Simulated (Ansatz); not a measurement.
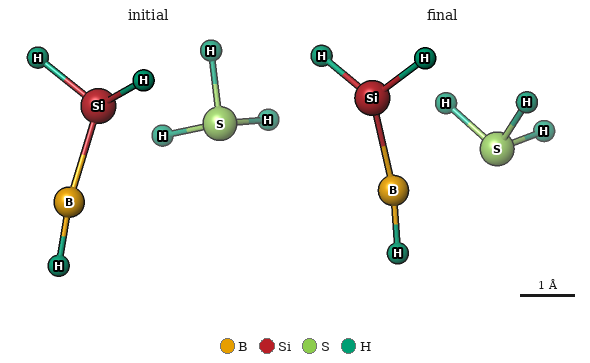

The structure of BSiH₆S (charge +1) before (left) and after (right) a relaxation, at one scale.

A ball-and-stick model, seen from a free direction.

It is one of the separated reactants of a reaction.

Theory: RKS PBE0-D4/def2-TZVP (Ansatz 0.2.0).

Input file:
```yaml
crystal:
  periodic: [false, false, false]
  atoms:
    - {symbol: B, position_ang: [-1.109967, 0.631811, -1.183864]}
    - {symbol: Si, position_ang: [0.517517, 0.750113, -0.247205]}
    - {symbol: S, position_ang: [0.049683, -1.508549, 2.005753]}
    - {symbol: H, position_ang: [-2.190088, 0.346979, -1.632671]}
    - {symbol: H, position_ang: [0.088640, -2.564008, 2.960926]}
    - {symbol: H, position_ang: [0.601648, 1.976076, 0.616164]}
    - {symbol: H, position_ang: [1.706828, 0.465843, -1.121320]}
    - {symbol: H, position_ang: [0.209171, -2.378571, 0.962173]}
    - {symbol: H, position_ang: [1.390602, -1.268100, 2.147718]}
basis:
  gaussian: {orbitals: def2-TZVP}
total_charge: 1
hamiltonian: {xc: pbe0, dispersion: d4}
relax: {f_tol: 0.005, max_steps: 200}
```

Launched with:
```bash
ansatz run in.yaml --threads 2 --pin off --events-out ev --progress --plain --max-ram 4352MiB
```

**What changed between the two?**

After 44 accepted moves (49 points after the start) the energy has fallen by 2.66 kcal/mol. Largest force component: 0.76 eV/Å at the start, 0.0044 eV/Å at the end. The line search rejected the trial steps at points 3, 26, 28, 34, 45 of the run. The forces were under the threshold at step 32, but the run went on from there. H9 moves most after the best rigid fit: 1.25 Å. Largest moves by element: H 1.25 Å, B 0.71 Å, S 0.60 Å, Si 0.52 Å. Among the contacts that change: Si2–S3 3.224 → 3.712 Å, B1–Si2 1.881 → 1.840 Å, S3–H5 1.424 → 1.384 Å, B1–H4 1.204 → 1.180 Å. Bond angles that change, for instance: B1–Si2–H6 112.7° → 118.6°.

Limits of the set-up: the start holds two separate molecules, 3.2 Å apart at their closest, whose relative position is a soft coordinate.
